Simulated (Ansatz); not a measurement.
GaHO···CH4

```xyz
8

Ga   -1.6130   -0.4630   -1.1890
C     0.9645    0.3000    0.7118
O    -1.3763   -2.0823   -1.0739
H     0.7176   -0.7406    0.4946
H    -1.8600    1.0350   -1.3160
H     0.1366    0.7841    1.2324
H     1.1849    0.8370   -0.2123
H     1.8458    0.3299    1.3523
```

The product side of a reaction path; geometry: PBE0-D4/def2-TZVP.

These are results of RKS PBE0-D4/def2-TZVPP in Ansatz 0.2.0, not measurements.

Question: What can the converged electron density and electron localisation function tell about the bonding?

Answer: C2···Ga1 (3.29 Å): the density falls to about 0.05 e/Å³ on the way; the ELF dips to about 0.05 between them.
Ga–O (1.64 Å): ρ is about 1.3 e/Å³ halfway; the ELF peaks at about 0.80 in the valence shell of O, 0.5 Å from its nucleus, and is about 0.25 at the midpoint.
C–H (1.09 Å): ρ is about 2 e/Å³ halfway; the ELF climbs to about 1 towards the hydrogen, as it does in any bond to H (an ordinary covalent bond to hydrogen).
Ga–H (1.52 Å): the density is about 1.2 e/Å³ at the midpoint; the ELF climbs to about 1 towards the hydrogen.

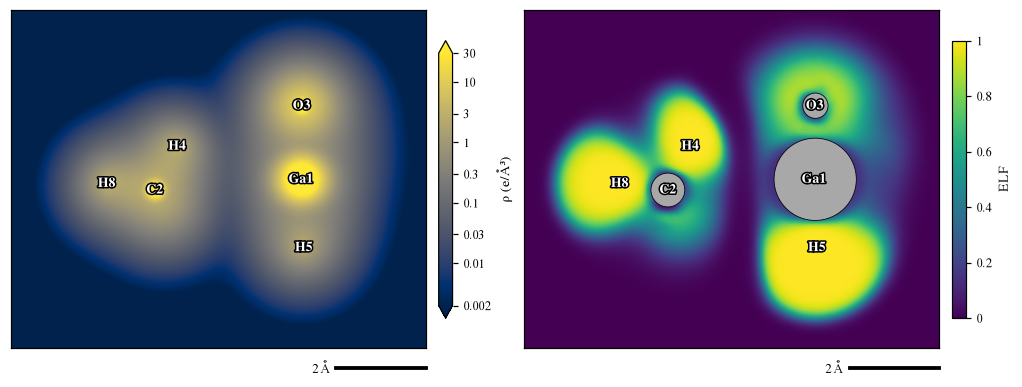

Computed electron density and electron localisation function on the plane of atoms H4, C2 and H8, in this order. Grey discs cover the atomic cores in the ELF map. 
